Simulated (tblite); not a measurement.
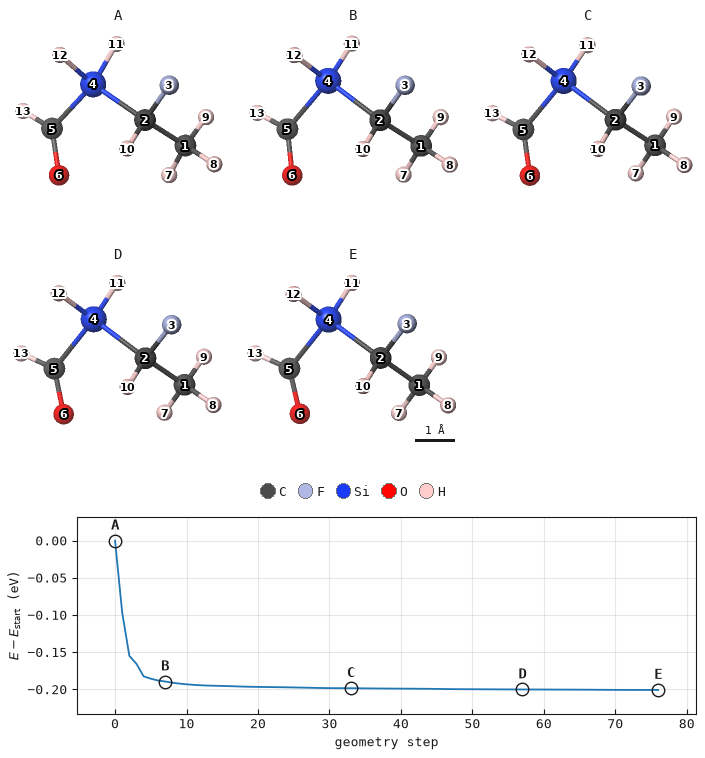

Frames of a relaxation of C₃H₇FOSi, marked on the history of the run. A ball-and-stick model, seen at a tilt.

Level of theory: tblite, GFN2-xTB geometry optimisation, gas phase. 

Question: What happens along the run?

Answer: Over 76 geometry steps the energy falls by 0.201 eV. The atom that moves furthest after the best rigid fit is O6 (0.25 Å). Largest moves by element: O 0.25 Å, H 0.15 Å, Si 0.10 Å, F 0.10 Å, C 0.07 Å. Near-neighbour distances that change, for instance: Si4–C5 1.858 → 1.925 Å, C2–Si4 1.865 → 1.921 Å, Si4–H11 1.500 → 1.464 Å, C2–F3 1.371 → 1.397 Å. Bond angles that change, for instance: H11–Si4–H12 105.0° → 112.0°, Si4–C5–O6 118.6° → 124.2°, O6–C5–H13 124.0° → 119.0°. From step 0 to 7: Si4 moves most (0.09 Å), energy −0.189 eV. From step 7 to 33: H7 moves most (0.08 Å), energy −0.009 eV. From step 33 to 57: O6 moves most (0.11 Å), energy −0.002 eV. From step 57 to 76: O6 moves most (0.08 Å), energy −0.001 eV.

| step | E − E(0), eV |
| --- | --- |
| 0 | 0.0000 |
| 1 | -0.0967 |
| 2 | -0.1548 |
| 3 | -0.1658 |
| 4 | -0.1825 |
| 5 | -0.1856 |
| 6 | -0.1880 |
| 7 | -0.1894 |
| 8 | -0.1910 |
| 9 | -0.1922 |
| 10 | -0.1932 |
| 13 | -0.1949 |
| 17 | -0.1960 |
| 20 | -0.1967 |
| 24 | -0.1972 |
| 27 | -0.1978 |
| 31 | -0.1983 |
| 34 | -0.1985 |
| 38 | -0.1989 |
| 41 | -0.1990 |
| 45 | -0.1994 |
| 48 | -0.1997 |
| 52 | -0.1999 |
| 55 | -0.2000 |
| 59 | -0.2002 |
| 62 | -0.2003 |
| 66 | -0.2004 |
| 69 | -0.2006 |
| 73 | -0.2007 |
| 76 | -0.2007 |
